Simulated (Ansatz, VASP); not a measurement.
**ZnCu2SnS4: VASP beside Ansatz**

Wanted: the spread between two codes on one cell, functional and k mesh.

Main program and level: Ansatz 0.2.0; plane waves, with VASP 6.6.1 beside it; single point at PBE.

### Step 1. Starting point

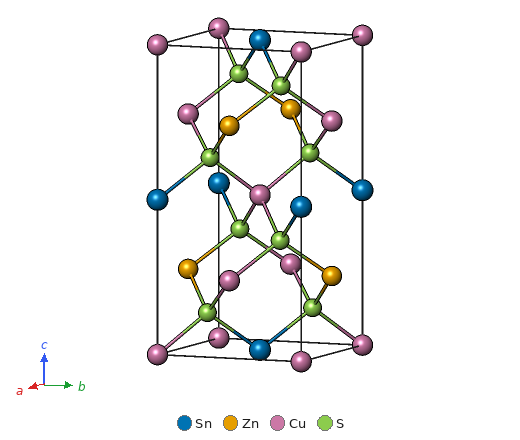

The cell as given, slightly off an axis (tin blue, zinc orange, copper pink, sulfur green). This picture shows the conventional cell, with its axes. Bonds to atoms that aren't drawn are left out. Some periodic images of atoms are drawn too.

Coordinates:

```cif
data_structure
_symmetry_space_group_name_H-M 'I-4'
_symmetry_Int_Tables_number 82
_cell_length_a 5.4342
_cell_length_b 5.4342
_cell_length_c 10.8496
_cell_angle_alpha 90.000
_cell_angle_beta 90.000
_cell_angle_gamma 90.000
_cell_volume 320.39
loop_
_atom_site_label
_atom_site_type_symbol
_atom_site_symmetry_multiplicity
_atom_site_Wyckoff_symbol
_atom_site_fract_x
_atom_site_fract_y
_atom_site_fract_z
_atom_site_occupancy
Sn1 Sn 2 b 0.50000 0.50000 0.00000 1
Zn1 Zn 2 d 0.50000 0.00000 0.25000 1
Cu1 Cu 2 c 0.00000 0.50000 0.25000 1
Cu2 Cu 2 a 0.00000 0.00000 0.00000 1
S1 S 8 g 0.25660 0.25620 0.37179 1
```

### Step 2. Ansatz: single point, PBE

Ansatz runs on its default PAW (the set named soft_2) files.

A single point gives forces, pressure and levels at one fixed geometry, so differences don't come from the geometry; what else differs is listed under the comparison.

File input.yaml:

```yaml
crystal:
  lattice:
    - [-2.7171, 2.7171, 5.4248]
    - [2.7171, -2.7171, 5.4248]
    - [2.7171, 2.7171, -5.4248]
  atoms:
    - { symbol: Sn, position: [0.5, 0.5, 0.0] }
    - { symbol: Zn, position: [0.25, 0.75, 0.5] }
    - { symbol: Cu, position: [0.75, 0.25, 0.5] }
    - { symbol: Cu, position: [0.0, 0.0, 0.0] }
    - { symbol: S, position: [0.62799, 0.62839, 0.5128] }
    - { symbol: S, position: [0.88481, 0.37201, 0.0004] }
    - { symbol: S, position: [0.11559, 0.11519, 0.4872] }
    - { symbol: S, position: [0.37161, 0.88441, 0.9996] }
hamiltonian:
  xc: pbe
  pseudopotentials: { kind: paw }
kpoints:
  mp_grid: { grid: [7, 7, 7] }
scf:
  occupations: { method: fermi_dirac, width: 0.05 }
  n_extra_bands: 6
output:
  forces: true
  stress: true
  eigenvalues: true
  write_density: true
  write_potential: true
  elf: true
  volumetric_format: npy
```

Run with:

```bash
ansatz run input.yaml --threads 4 --pin off --max-ram 9216MiB --backend cpu --events-out ev --progress --plain --runs-dir out
```

Numbers of over 12 decimals in the logs are rounded to 6 here.

Log:

```text
scf.n_extra_bands = 6 over 44 filled bands (N_el = 88.0): the run solves 50 bands
Engine: ansatz 0.2.0, aarch64-unknown-linux-gnu
Pseudopotentials: kind: paw
Pseudopotential: Sn, paw, valence charge 14, recommended cutoff 420 eV (normal), Sn.paw.azcp
Pseudopotential: Zn, paw, valence charge 12, recommended cutoff 420 eV (normal), Zn.paw.azcp
Pseudopotential: Cu, paw, valence charge 19, recommended cutoff 420 eV (normal), Cu.paw.azcp
Pseudopotential: S, paw, valence charge 6, recommended cutoff 420 eV (normal), S.paw.azcp
Functional definition: PBE
  parameter kappa = 0.804
  parameter beta = 0.066725
  exchange = pbe_x(kappa = kappa, mu = beta*pi^2/3)
  correlation = pbe_c(beta = beta)
Crystal: 8 atoms, lattice volume = 160.197 Å³
Basis set: ecut = 420 eV, 3083 PW (Γ), exchange–correlation on 90×90×90 points (8 copies of the dense FFT grid, shifted against one another)
Bands: 50, of which v1, the nominal top of the filled ones, is band 44 counted from 1 (43 counted from 0)
Symmetry: 4 space group operations
Space group: I-4 (ITA 82), of the structure as read, at distance tolerance 5.4e-5 Å
k-points: 52 of 343 (time reversal used)
Non-local potential: Sn, projectors of the file, l = 0: 2, l = 1: 2, l = 2: 2, l = 3: 2
Non-local potential: Zn, projectors of the file, l = 0: 2, l = 1: 2, l = 2: 3, l = 3: 1
Non-local potential: Cu, projectors of the file, l = 0: 3, l = 1: 2, l = 2: 3, l = 3: 1
Non-local potential: S, projectors of the file, l = 0: 2, l = 1: 2, l = 2: 2
PAW form: soft (Blöchl's): semilocal exchange-correlation on the pseudo side does not see the compensation charge
PAW one-centre angular grid: Sn, 590 points (default); XC on 64 Gauss nodes
PAW one-centre angular grid: Zn, 590 points (default); XC on 64 Gauss nodes
PAW one-centre angular grid: Cu, 590 points (default); XC on 64 Gauss nodes
PAW one-centre angular grid: S, 110 points (default); XC on 64 Gauss nodes
Initial density: superposition of atomic densities (neutral atoms: chi_scale 0, normalization atom), corrected by the library's trained network
Initial wavefunctions: pseudopotential atomic-orbital guess
Functional: x = pbe(κ = 0.804, μ = 0.219515), c = pbe(β = 0.066725)
SCF iter   1: F=—  HF=-26205.464143 eV  |F-HF|=—  |Δ(HF+E_count)|=         —  Δρ=9.62e-4  dr2=1.08e-3  ethr=1.77e-3  ⟨swp⟩=7.5  Hψ=11101  notcnv=0
preconditioner: auto → Resta (q_TF=auto, 2.469 Å⁻¹)  ε∞=6.5  [insulator: Δε(μ)=0.299 eV  Ē_g=10.657 eV  σ=0.050 eV  W_gap=0.88  n_scr=36 (ndim 8)  ℏωp=24.9 eV  f_vac=0.037  D(μ)=0.02/eV (n_scr^D=0)  ε∞_Penn≈6.5]
SCF iter   2: F=—  HF=-26205.464793 eV  |F-HF|=—  |Δ(HF+E_count)|=   6.50e-4  Δρ=9.79e-4  dr2=8.47e-4  ethr=1.22e-6  ⟨swp⟩=3.0  Hψ=6706  notcnv=0
SCF iter   3: F=—  HF=-26205.464670 eV  |F-HF|=—  |Δ(HF+E_count)|=   1.23e-4  Δρ=3.43e-4  dr2=1.45e-4  ethr=9.62e-7  ⟨swp⟩=2.0  Hψ=4784  notcnv=0
SCF iter   4: F=—  HF=-26205.464853 eV  |F-HF|=—  |Δ(HF+E_count)|=   1.83e-4  Δρ=1.20e-4  dr2=1.66e-5  ethr=1.65e-7  ⟨swp⟩=2.0  Hψ=3953  notcnv=0
SCF iter   5: F=—  HF=-26205.464949 eV  |F-HF|=—  |Δ(HF+E_count)|=   9.56e-5  Δρ=7.77e-5  dr2=8.78e-6  ethr=1.89e-8  ⟨swp⟩=2.0  Hψ=4733  notcnv=0
SCF iter   6: F=—  HF=-26205.464949 eV  |F-HF|=—  |Δ(HF+E_count)|=   5.99e-7  Δρ=5.50e-5  dr2=4.39e-6  ethr=9.98e-9  ⟨swp⟩=2.0  Hψ=4836  notcnv=0
SCF iter   7: F=—  HF=-26205.464950 eV  |F-HF|=—  |Δ(HF+E_count)|=   7.52e-7  Δρ=2.49e-5  dr2=1.11e-6  ethr=4.99e-9  ⟨swp⟩=2.0  Hψ=3700  notcnv=0
SCF iter   8: F=—  HF=-26205.464951 eV  |F-HF|=—  |Δ(HF+E_count)|=   3.38e-7  Δρ=8.32e-6  dr2=1.61e-7  ethr=1.26e-9  ⟨swp⟩=2.0  Hψ=3952  notcnv=0
SCF iter   9: F=-26205.464951 eV  HF=-26205.464951 eV  |F-HF|=1.83e-8  |Δ(HF+E_count)|=   1.19e-7  Δρ=4.06e-6  dr2=2.64e-8  ethr=1.14e-10  ⟨swp⟩=12.6  Hψ=18337  notcnv=0
SCF 1 converged in 9 iterations: F = -26205.464951 eV  dr2 = 2.64e-8
  greatest PAW one-centre occupation: 1.000 electrons in one spin orbital (limit 2), on the Cu atom at site 2 (counted from 0), in its partial waves of l = 0
SCF converged after 9 iterations
Free energy (F): -26205.464951 eV
Harris-Foulkes:  -26205.464951 eV  (|F-HF|=1.83e-8)
Internal energy: -26205.464645 eV  (E = F + TS)
E sigma→0 (E₀):  -26205.464798 eV
Entropy (-TS):   -0.000305 eV (-0.038 meV/atom)
Fermi energy:    8.250216 eV
--- Per-component energies (eV) ---
  E_band       = -1098.846279
  E_kinetic    = 1347.499051
  E_local      = -14949.580645  (includes V_loc(G=0)·N_el)
  E_nonlocal   = 1493.344391
  E_hartree    = 6721.766127
  E_xc         = -1084.282578
  E_vxc        = -725.308475  (∫ρ·V_xc dr)
  E_paw        = -11709.754579  (= ΣΔE_a)
  E_vpaw       = -1708.323490  (= ΣTr[D̂ρ^β])
  E_aug_tail   = 0.000206  (compensation charges beyond the density's cutoff)
  E_ewald      = -8024.456617
  E_smearing   = -0.000305  (= −TS)
  E_closure    = -0.000000  (closes the sum)
  Σ components = -26205.464951   (vs F -26205.464951, Δ=0.00e0)
--- Forces (eV/Å), atoms counted from 1 ---
  atom   1  Sn    -0.00000000     0.00000000     0.00000000
  atom   2  Zn    -0.00000000    -0.00000000     0.00000000
  atom   3  Cu    -0.00000000     0.00000000     0.00000000
  atom   4  Cu    -0.00000000    -0.00000000     0.00000000
  atom   5  S      0.16177123     0.55841899    -0.20482132
  atom   6  S     -0.55841899     0.16177123     0.20482132
  atom   7  S     -0.16177123    -0.55841899    -0.20482132
  atom   8  S      0.55841899    -0.16177123     0.20482132
  max |Σ_I F_I| component: 1.11e-16 eV/Å
--- Stress (GPa, compression-positive) ---
        2.098794       0.000000      -0.000000
       -0.000000       2.098794      -0.000000
       -0.000000      -0.000000       1.998063
  P = ⅓ Tr σ = 2.0652 GPa (20.652 kbar)
--- Band table (eV; the first three rows and the last of 52) ---
  k-point 0: bands = [... 40 lower, 6.7086, 7.9837, 7.9837, 8.0650, 8.3571, 10.0946, 10.9637, 11.8542, ... 2 higher]
  k-point 1: bands = [... 40 lower, 6.8200, 7.3146, 7.8378, 7.9410, 9.0670, 10.5396, 11.3060, 11.7513, ... 2 higher]
  k-point 2: bands = [... 40 lower, 6.9157, 7.0817, 7.4793, 7.8198, 9.4222, 11.1223, 11.2710, 11.6581, ... 2 higher]
  k-point 51: bands = [... 40 lower, 6.9662, 7.1621, 7.1904, 7.3261, 9.6104, 10.1947, 10.3786, 10.8268, ... 2 higher]
```

Elapsed: 13 s, on 4 threads of Arm Neoverse V2, shared host; peak memory 0.71 GiB.

In the SCF lines HF is the Harris–Foulkes energy and dr2 the Hartree energy of the density residual, in eV; the loop may stop once dr2 is under the threshold and the program's other checks hold. Hψ counts applications of the Hamiltonian.

The run ends at a pressure of 2.07 GPa, with forces up to 0.62 eV/Å.

### Step 3. VASP: single point, PBE

The same cell, functional, mesh and smearing now go to VASP, with its own data sets and cutoff.

Lines of VASP's logs that name or quote its potential files are left out, and so is its time.

File INCAR:

```
SYSTEM = ZnCu2SnS4
PREC = Accurate
ENCUT = 400
EDIFF = 1E-06
NELM = 100
ISMEAR = -1
SIGMA = 0.05
LREAL = .FALSE.
ALGO = Normal
GGA = PE
NBANDS = 44
LORBIT = 11
LWAVE = .FALSE.
LCHARG = .TRUE.
ISIF = 2
LELF = .TRUE.
LVHAR = .TRUE.
```

File POSCAR:

```
ZnCu2SnS4
1.0
   -2.7171000000      2.7171000000      5.4248000000
    2.7171000000     -2.7171000000      5.4248000000
    2.7171000000      2.7171000000     -5.4248000000
Sn Zn Cu S
1 1 2 4
Direct
    0.5000000000      0.5000000000      0.0000000000
    0.2500000000      0.7500000000      0.5000000000
    0.7500000000      0.2500000000      0.5000000000
    0.0000000000      0.0000000000      0.0000000000
    0.6279900000      0.6283900000      0.5128000000
    0.8848100000      0.3720100000      0.0004000000
    0.1155900000      0.1151900000      0.4872000000
    0.3716100000      0.8844100000      0.9996000000
```

File KPOINTS:

```
Automatic mesh
0
Gamma
7 7 7
0 0 0
```

PAW data sets: Sn_d, Zn, Cu and S (PBE family, release 64).

Run with:

```bash
mpirun -np 4 vasp_std
```

Log:

```text
[banner, memory and clock lines left out]
running    4 mpi-ranks, on    1 nodes
 distrk:  each k-point on    4 cores,    1 groups
 distr:  one band on    1 cores,    4 groups

 POSCAR found type information on POSCAR SnZnCuS
 POSCAR found :  4 types and       8 ions
 LDA part: xc-table for (Slater+PW92), standard interpolation
 POSCAR, INCAR and KPOINTS ok, starting setup
 FFT: planning ... GRIDC
 FFT: planning ... GRID_SOFT
 FFT: planning ... GRID
 WAVECAR not read
 entering main loop
       N       E                     dE             d eps       ncg     rms          rms(c)
DAV:   1     0.666585784337E+03    0.66659E+03   -0.27577E+04  4596   0.174E+03
DAV:   2     0.797746329020E+02   -0.58681E+03   -0.56954E+03  4576   0.463E+02
DAV:   3    -0.267929661979E+02   -0.10657E+03   -0.10422E+03  5876   0.196E+02
DAV:   4    -0.345242701018E+02   -0.77313E+01   -0.76450E+01  6124   0.543E+01
DAV:   5    -0.348806775881E+02   -0.35641E+00   -0.35576E+00  6860   0.122E+01    0.171E+01
DAV:   6    -0.342435555064E+02    0.63712E+00   -0.34102E+01  7160   0.925E+01    0.126E+01
DAV:   7    -0.323757606906E+02    0.18678E+01   -0.10217E+01  6336   0.788E+01    0.823E+00
DAV:   8    -0.326308347583E+02   -0.25507E+00   -0.36400E+00  7096   0.198E+01    0.385E+00
DAV:   9    -0.325113407645E+02    0.11949E+00   -0.12340E+00  6416   0.194E+01    0.771E-01
DAV:  10    -0.325067046191E+02    0.46361E-02   -0.94764E-02  6756   0.583E+00    0.261E-01
DAV:  11    -0.325075940031E+02   -0.88938E-03   -0.14251E-02  7420   0.200E+00    0.211E-01
DAV:  12    -0.325079696595E+02   -0.37566E-03   -0.17734E-03  7256   0.757E-01    0.714E-02
DAV:  13    -0.325081222484E+02   -0.15259E-03   -0.43678E-04  5488   0.167E-01    0.385E-02
DAV:  14    -0.325081179598E+02    0.42886E-05   -0.17062E-04  7376   0.254E-01    0.179E-02
DAV:  15    -0.325081250162E+02   -0.70564E-05   -0.46230E-05  7136   0.125E-01    0.905E-03
DAV:  16    -0.325081268856E+02   -0.18694E-05   -0.90156E-06  6108   0.421E-02    0.272E-03
DAV:  17    -0.325081271395E+02   -0.25387E-06   -0.16118E-06  3336   0.198E-02
   1 F= -.32508127E+02 E0= -.32507996E+02  d E =-.262490E-03
```

Parts of OUTCAR (step 3):

```text
ion  position               nearest neighbor table
   1  0.500  0.500  0.000-   5 2.41   6 2.41   7 2.41   8 2.41
   2  0.250  0.750  0.500-   5 2.33   6 2.33   7 2.33   8 2.33
   3  0.750  0.250  0.500-   6 2.33   7 2.33   8 2.33   5 2.33
   4  0.000  0.000  0.000-   8 2.33   5 2.33   7 2.33   6 2.33
   5  0.628  0.628  0.513-   2 2.33   4 2.33   3 2.33   1 2.41
   6  0.885  0.372  0.000-   2 2.33   4 2.33   3 2.33   1 2.41
   7  0.116  0.115  0.487-   2 2.33   4 2.33   3 2.33   1 2.41
   8  0.372  0.884  1.000-   2 2.33   4 2.33   3 2.33   1 2.41

  LATTYP: Found a body centered tetragonal cell.
 ALAT       =     5.4342000000
 C/A-ratio  =     1.9965404291

 Subroutine GETGRP returns: Found  4 space group operations
 (whereof  4 operations were pure point group operations)

The static configuration has the point symmetry S_4 .

 Found     52 irreducible k-points:

   k-points           NKPTS =     52   k-points in BZ     NKDIM =     52   number of bands    NBANDS=     44

   dimension x,y,z NGX =    48 NGY =   48 NGZ =   48
   dimension x,y,z NGXF=    96 NGYF=   96 NGZF=   96

   ENCUT  =  400.0 eV  29.40 Ry    5.42 a.u.  10.84 10.84 10.84*2*pi/ulx,y,z

   NELECT =      72.0000    total number of electrons

 k-points in reciprocal lattice and weights: Automatic mesh
   0.00000000  0.00000000  0.00000000       0.003
   0.14285714 -0.00000000  0.00000000       0.023
   0.28571429 -0.00000000  0.00000000       0.023
   0.42857143 -0.00000000  0.00000000       0.023
   0.14285714  0.14285714  0.00000000       0.023
   0.28571429  0.14285714  0.00000000       0.023
  -0.28571429 -0.14285714  0.42857143       0.023
   0.42857143  0.14285714  0.00000000       0.023
  -0.42857143 -0.14285714 -0.42857143       0.023
[...]
-0.42857143  0.42857143  0.42857143       0.012
  -0.42857143 -0.42857143  0.42857143       0.006

 average (electrostatic) potential at core
       1-102.9550       2 -34.5925       3 -65.4495       4 -65.4785       5 -87.1376
       6 -87.1376       7 -87.1376       8 -87.1376

 E-fermi :   5.0642

 k-point     1 :       0.0000    0.0000    0.0000
  band No.  band energies     occupation
    ...
     32       3.3612      2.00000
     33       3.5110      2.00000
     34       4.7880      1.99205
     35       4.7880      1.99205
     36       4.8692      1.96033
     37       5.1817      0.17430
     38       6.9140      0.00000
     39       7.7812      0.00000
     40       8.6802      0.00000
     41       8.6802      0.00000
    ...

 k-point     2 :       0.1429   -0.0000    0.0000
  band No.  band energies     occupation
    ...
     32       3.4640      2.00000
     33       3.5637      2.00000
     34       4.3094      2.00000
     35       4.6335      1.99964
     36       4.7854      1.99246
     37       5.7638      0.00000
     38       7.2157      0.00000
     39       7.9498      0.00000
     40       8.4886      0.00000
     41       8.5613      0.00000
    ...

 k-point     3 :       0.2857   -0.0000    0.0000
  band No.  band energies     occupation
    ...
     32       3.5297      2.00000
     33       3.6379      2.00000
     34       3.9924      2.00000
     35       4.2761      2.00000
     36       4.6171      1.99974
     37       6.3203      0.00000
     38       7.8837      0.00000
     39       8.0091      0.00000
     40       8.2711      0.00000
     41       8.7104      0.00000
    ...

  Total        1.9827763      1.9827763      1.8761411     -0.0000000      0.0000000     -0.0000000
  in kB       19.8303018     19.8303018     18.7638132     -0.0000001      0.0000000     -0.0000000
  external PRESSURE =      19.4748056 kB  Pullay stress =       0.0000000 kB

  energy-cutoff  :      400.00
  volume of cell :      160.20
      direct lattice vectors                 reciprocal lattice vectors
    -2.717100000  2.717100000  5.424800000     0.000000000  0.184019727  0.092169297
     2.717100000 -2.717100000  5.424800000     0.184019727  0.000000000  0.092169297
     2.717100000  2.717100000 -5.424800000     0.184019727  0.184019727  0.000000000

 POSITION                                       TOTAL-FORCE (eV/Angst)
 -----------------------------------------------------------------------------------
      0.00000      0.00000      5.42480        -0.000000      0.000000     -0.000000
      2.71710      0.00000      2.71240         0.000000      0.000000     -0.000000
      0.00000      2.71710      2.71240         0.000000     -0.000000     -0.000000
      0.00000      0.00000      0.00000        -0.000000      0.000000     -0.000000
      1.39442      1.39224      4.03377         0.139806      0.531778     -0.183557
     -1.39224      1.39442      6.81583        -0.531778      0.139806      0.183557
      1.32268      1.32486     -1.39103        -0.139806     -0.531778     -0.183557
      4.10934      1.32268      1.39103         0.531778     -0.139806      0.183557
 -----------------------------------------------------------------------------------
    total drift:                                0.000020      0.000019      0.000023

  FREE ENERGIE OF THE ION-ELECTRON SYSTEM (eV)
  ---------------------------------------------------
  free  energy   TOTEN  =       -32.5081271395 eV

  energy  without entropy=      -32.5078646494  energy(sigma->0) =      -32.50799589

 total charge
# of ion       s       p       d       tot
------------------------------------------
    1        1.101   1.130  10.116  12.347
    2        0.531   0.482   9.799  10.812
    3        0.353   0.343   9.270   9.966
    4        0.354   0.343   9.268   9.966
    5        1.327   2.389   0.000   3.716
    6        1.327   2.389   0.000   3.716
    7        1.327   2.389   0.000   3.716
    8        1.327   2.389   0.000   3.716
--------------------------------------------------
tot          7.648  11.854  38.453  57.955

[... 3 further parts left out ...]
```

The run ends at a pressure of 1.95 GPa, with forces up to 0.58 eV/Å.

### Step 4. Comparison

Known differences besides the PAW data sets themselves: the data sets hold 88 valence electrons in Ansatz (default PAW (the set named soft_2) files) and 72 in VASP; the cutoff is 420 eV in Ansatz and 400 eV in VASP; VASP leaves aspherical gradient terms in its spheres out (LASPH is not set), Ansatz keeps them. Total energies have different zeros and are not compared.

Compared:

```
              quantity  Ansatz   VASP  difference
        pressure (GPa)    2.07   1.95       +0.12
gap on the k mesh (eV)   0.292  0.312      -0.020
```

Forces (eV/Å; atoms numbered as in POSCAR):

```
atom          Ansatz x, y, z            VASP x, y, z
 Sn1     0.000, 0.000, 0.000     0.000, 0.000, 0.000
 Zn2     0.000, 0.000, 0.000     0.000, 0.000, 0.000
 Cu3     0.000, 0.000, 0.000     0.000, 0.000, 0.000
 Cu4     0.000, 0.000, 0.000     0.000, 0.000, 0.000
  S5    0.162, 0.558, -0.205    0.140, 0.532, -0.184
  S6    -0.558, 0.162, 0.205    -0.532, 0.140, 0.184
  S7  -0.162, -0.558, -0.205  -0.140, -0.532, -0.184
  S8    0.558, -0.162, 0.205    0.532, -0.140, 0.184
```

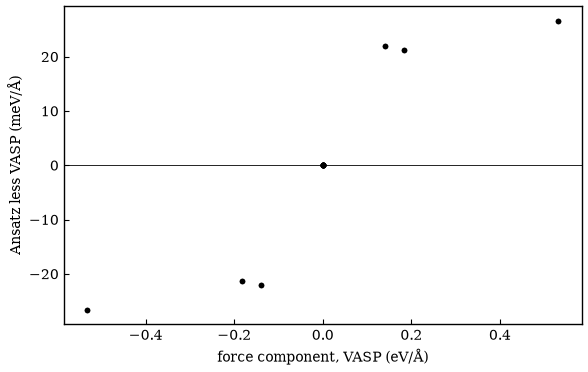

Difference of the force components against their size.

The forces differ by 17 meV/Å r.m.s., which is 7.0 % of the r.m.s. force of 0.24 eV/Å (both taken over all components). Ansatz's pressure holds a Pulay correction of 0.06 GPa; VASP's holds none.

### Step 5. What moves the difference

The difference is large enough to ask for its cause, so further runs change the set-up of one program at a time, as the table lists.

```
                                     run  r.m.s. force difference (% of the r.m.s. force)
                                as above                                              7.0
Ansatz's larger PAW set (cutoff 1050 eV)                                              6.6
```

### Step 6. Results

| Quantity | Value |
| --- | --- |
| r.m.s. force difference (single point, PBE) | 7.0 % of the r.m.s. force |

In words: The r.m.s. force difference is 7.0 % of the r.m.s. force (single point, PBE), beyond the 3 % picked in this series as the mark of a large difference. For single point, PBE: no further run halves the r.m.s. force difference; only Ansatz's side was varied. 1 further run on this material is not shown. How closely two codes agree says nothing of how well the functional describes the real material.

[Lines on the potential files, build, host, timing and source positions are cut from VASP's logs without a mark.]

[Logs are printed without paths, hosts, clocks, repeated set-up lines and the standing remarks that a program may print on its own settings, such as how far it seeks lower states.]

[Hosts, paths, dates, database ids (printed as entryN), source tags and the programs' standing remarks are cut or masked in the printed files.]
